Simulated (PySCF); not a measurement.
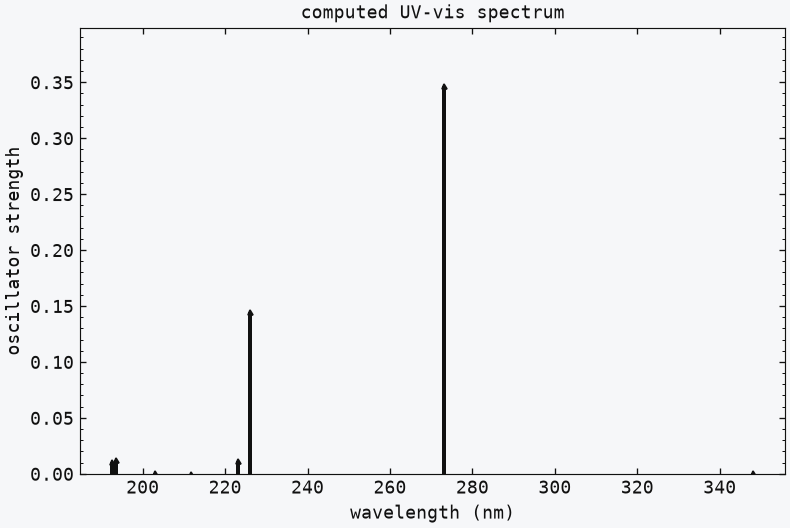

Vertical TDDFT excitations, PBE0/def2-SVPD, PySCF 2.14.0, at a GFN2-xTB geometry (no frequency check), gas phase. The lowest 8 singlet states are shown.

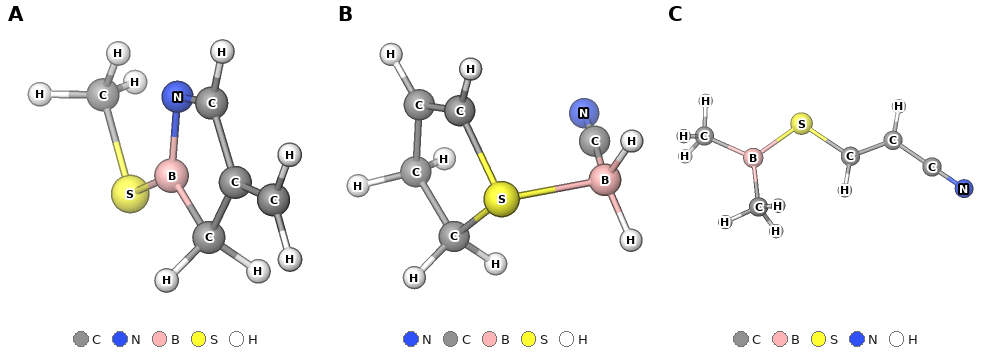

### Whose absorption spectrum is this? Choose among the lettered structures.

Structure A, C₅H₈BNS, SMILES C=C1C=NB(SC)C1. Its lowest singlet lies at 3.56 eV (f = 0.001) and the brightest of those computed is S2 at 4.54 eV (273 nm), f = 0.346, mainly HOMO → LUMO (97 %).

Note: the tight-binding geometry is rougher than a DFT one and adds to the error; one conformer of a flexible molecule; core orbitals are frozen in the response.
